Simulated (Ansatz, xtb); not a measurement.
**Ligand exchange: SiH2Br2 + SiH3I → SiH2(SiH3)Br + IBr**

Species: SiH2Br2 (dibromosilane) `Br[SiH2]Br`, singlet; SiH3I `[SiH3]I`, singlet; SiH2(SiH3)Br, singlet; IBr (iodine monobromide), singlet. The partners trade Br for SiH3: Si–Br and I–SiH3 bonds give way to Si–SiH3 and I–Br.

Shapes, held fixed at every level: PBE0-D4/def2-TZVP. Programs: Ansatz 0.2.0, xtb 6.7.1. The zero-point and thermal change to 298 K, harmonic and unscaled (PBE0-D4/def2-TZVP), is -1.7 kJ/mol.

| level | kind | ΔH(298 K) (kJ/mol) | less CCSD(T)/def2-TZVPP | CPU time (sum over the molecules) |
| --- | --- | --- | --- | --- |
| GFN0-xTB | semi-empirical | +240.8 | +27.9 | 0.16 s |
| HF/def2-TZVPP | Hartree–Fock | +224.7 | +11.8 | – |
| PBE0-D4/def2-TZVPP | global hybrid | +201.9 | -11.0 | 21 s |
| r2SCAN0-D4/def2-TZVPP | global hybrid | +216.8 | +3.9 | 36 s |
| wB97X-V/def2-TZVPP | range-separated hybrid | +207.1 | -5.8 | 56 s |
| B2PLYP/def2-TZVPP | double hybrid | +209.6 | -3.3 | 36 s |
| MP2/def2-SVP | perturbation theory | +226.4 | +13.5 | – |
| CCSD(T)/def2-SVP | coupled cluster or CI | +207.3 | -5.6 | 21 s |
| CCSD(T)/def2-TZVPP | coupled cluster or CI | +212.9 | 0.0 | 4.6 min |

The highest level, CCSD(T)/def2-TZVPP, gives ΔH(298 K) = +212.9 kJ/mol; the levels span +201.9 to +240.8. The column of differences is taken from that level and isn't an error. No measured value is set beside it here. For atoms past krypton def2 sets carry core potentials with scalar relativity. Relativity is left out for Br. Outer-core shells of Br, I are correlated, in sets that cover them unevenly. Times are processor times on shared x86 and Arm servers, and rough.

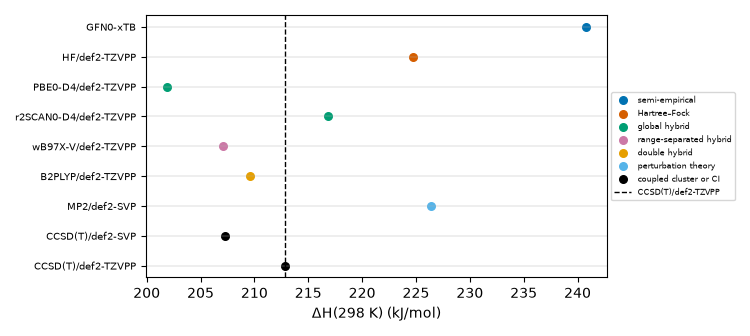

The values of the table, level by level.
